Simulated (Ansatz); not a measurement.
# One shape, several levels: HF (hydrogen fluoride)

We compute a comparison of 6 runs (UHF/cc-pVDZ, BLYP/3-21G, wB97X/3-21G, UMP2/cc-pVDZ, UCCSD(T)/cc-pVDZ, FCI/cc-pVDZ) of HF (hydrogen fluoride). 

The calculation is run with Ansatz 0.2.0.

57 further runs of the same task are left out: 1 that didn't finish, 56 set aside as unsound or not needed.

### 1 The structure to begin with

HF: 2 atoms, total charge 0, spin state singlet. As SMILES, `F`. The H2–F1 distance was set to 1.380 Å, away from the relaxed value.

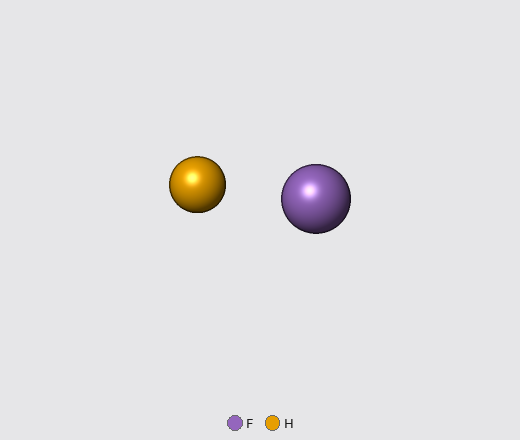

Viewed from a chosen angle; fluorine purple, hydrogen amber.

### 2 The energy at UHF/cc-pVDZ (run 1)

Input file run.yaml:

```yaml
basis:
  gaussian: {orbitals: cc-pVDZ}
crystal:
  periodic: [false, false, false]
  atoms:
    - {symbol: F, position_ang: [-0.779965, 0.289187, -0.392782]}
    - {symbol: H, position_ang: [0.390000, -0.144600, 0.196400]}
magnetization: {spin_polarized: true}
hamiltonian: {xc: hf}
accuracy: high
```

Command:

```sh
$ ansatz run run.yaml --threads 1 --pin off --max-ram 2610MiB --events-out events.jsonl --progress --plain --runs-dir runs
```

Output:

```text
Warning: RAYON_NUM_THREADS=1 ignored (pool sized by the plan → 1); use --threads N
Functional definition: HF
  name "HF"
  exchange = exact_x
  correlation = 0
299 factors; integrals over basis functions are off by at most 3.3e-9 eV
mean field evaluation 1: about -2716.5415 eV, gradient 2.0e1 eV
mean field evaluation 2: about -2716.5415 eV, gradient 2.0e1 eV
mean field evaluation 4: about -2718.5539 eV, gradient 2.2e0 eV
mean field evaluation 8: about -2718.5966 eV, gradient 6.0e-5 eV
mean field evaluation 16: about -2718.5966 eV, gradient 5.4e-7 eV
mean field -2718.73077918 eV, -99.9115133131 hartree, gradient 2.2e-8 eV, S^2 0.305732; 1 other end points of the search recorded, 0 dependent functions left out
reference -2718.73077918 eV, -99.9115133131 hartree; 5, 5 occupied and 14, 14 virtual orbitals, 299 factors
Total energy: -2718.73077918 eV, -99.9115133131 hartree
```

It took 0.08 s on 1 thread of Arm Neoverse V2, shared host.

### 3 A single-point energy at BLYP/3-21G (run 2)

Input file in.yaml:

```yaml
crystal:
  periodic: [false, false, false]
  atoms:
    - {symbol: F, position_ang: [-0.779965, 0.289187, -0.392782]}
    - {symbol: H, position_ang: [0.390000, -0.144600, 0.196400]}
basis:
  gaussian:
    orbitals: 3-21G.json
hamiltonian:
  xc: {name: BLYP}
accuracy: high
```

The basis set 3-21G is read from a file made from the Basis Set Exchange's data (not shown).

Command:

```sh
$ ansatz run in.yaml --threads 1 --pin off --max-ram 2610MiB --events-out events.jsonl --progress --plain --runs-dir runs
```

Output:

```text
Warning: RAYON_NUM_THREADS=1 ignored (pool sized by the plan → 1); use --threads N
Functional definition: BLYP
  name "BLYP"
  parameter beta = 0.0042
  parameter a = 0.04918
  parameter b = 0.132
  parameter c = 0.2533
  parameter d = 0.349
  exchange = b88_x(beta = beta)
  correlation = lyp_c(a = a, b = b, c = c, d = d)
148 factors; integrals over basis functions are off by at most 4.0e-9 eV
mean field evaluation 1: about -2713.2105 eV, gradient 3.3e1 eV
mean field evaluation 2: about -2702.2625 eV, gradient 7.7e1 eV
mean field evaluation 4: about -2715.2896 eV, gradient 2.6e0 eV
mean field evaluation 8: about -2715.3037 eV, gradient 2.0e-2 eV
mean field evaluation 16: about -2715.3037 eV, gradient 1.1e-7 eV
mean field -2715.30366400 eV, -99.7855691530 hartree, gradient 5.7e-8 eV, S^2 0.000000; 0 other end points of the search recorded, 0 dependent functions left out
reference -2715.30368400 eV, -99.7855698881 hartree; 5, 5 occupied and 6, 6 virtual orbitals, 148 factors
Total energy: -2715.30368400 eV, -99.7855698881 hartree
```

Run time: 0.22 s. Hardware: 1 thread of Arm Neoverse V2, shared host.

Runs 3 to 5 aren't shown in full; the table further down has their settings and results.

### 4 A single-point energy at FCI/cc-pVDZ (run 6)

Input file job.yaml:

```yaml
crystal:
  periodic: [false, false, false]
  atoms:
    - {symbol: F, position_ang: [-0.779965, 0.289187, -0.392782]}
    - {symbol: H, position_ang: [0.390000, -0.144600, 0.196400]}
basis:
  gaussian:
    orbitals: cc-pVDZ
accuracy: high
correlation:
  method: fci
  frozen_orbitals: {F: 1, H: 0}
```

Command:

```sh
$ ansatz run job.yaml --threads 1 --pin off --max-ram 2610MiB --events-out events.jsonl --progress --plain --runs-dir runs
```

Output:

```text
Warning: RAYON_NUM_THREADS=1 ignored (pool sized by the plan → 1); use --threads N
[... 4 set-up lines as earlier in the session ...]
299 factors; integrals over basis functions are off by at most 3.3e-9 eV
mean field evaluation 1: about -2716.5415 eV, gradient 2.9e1 eV
mean field evaluation 2: about -2716.5415 eV, gradient 2.9e1 eV
mean field evaluation 4: about -2718.5539 eV, gradient 3.2e0 eV
mean field evaluation 8: about -2718.5966 eV, gradient 6.3e-5 eV
mean field -2718.59655674 eV, -99.9065807293 hartree, gradient 1.9e-8 eV, S^2 0.000000; 0 other end points of the search recorded, 0 dependent functions left out; unrestricted orbitals would lower it
mean field evaluation 16: about -2718.5618 eV, gradient 7.8e0 eV
1 core orbitals not correlated: weight in the atoms' cores, before any rotation towards them, 1.000 or more for the frozen orbitals, at most 0.000 for the correlated occupied ones
reference -2718.59655674 eV, -99.9065807293 hartree; 4, 4 occupied and 14, 14 virtual orbitals, 299 factors
state -2724.92746216 eV, -100.1392372122 hartree
Total energy: -2724.92746216 eV, -100.1392372122 hartree
```

It took 7.2 s on 1 thread of Arm Neoverse V2, shared host; peak memory 0.27 GiB.

### 5 Overview of the runs

```csv
run,level,frozen core orbitals,energy (Eh),wall time
1,UHF/cc-pVDZ,–,-99.911513,0.08 s
2,BLYP/3-21G,–,-99.785570,0.22 s
3,wB97X/3-21G,–,-99.773301,0.82 s
4,UMP2/cc-pVDZ,1,-100.103217,0.08 s
5,UCCSD(T)/cc-pVDZ,1,-100.137671,0.28 s
6,FCI/cc-pVDZ,1,-100.139237,7.2 s
```

### 6 Outcome

| quantity | value |
| --- | --- |
| run 6: total energy | -100.13924 Eh |
| run 6: correlation energy (1 core orbital frozen) | -232.7 mEh |

In words: Against full CI in this basis: UHF +227.7 mEh; UMP2 +36.0 mEh; UCCSD(T) +1.6 mEh. Totals of different functionals can't be ranked against each other. Spin contamination of the reference: run 1 ⟨S²⟩ = 0.31, run 4 ⟨S²⟩ = 0.31, run 5 ⟨S²⟩ = 0.31. All runs together took 8.7 s, the longest 7.2 s.
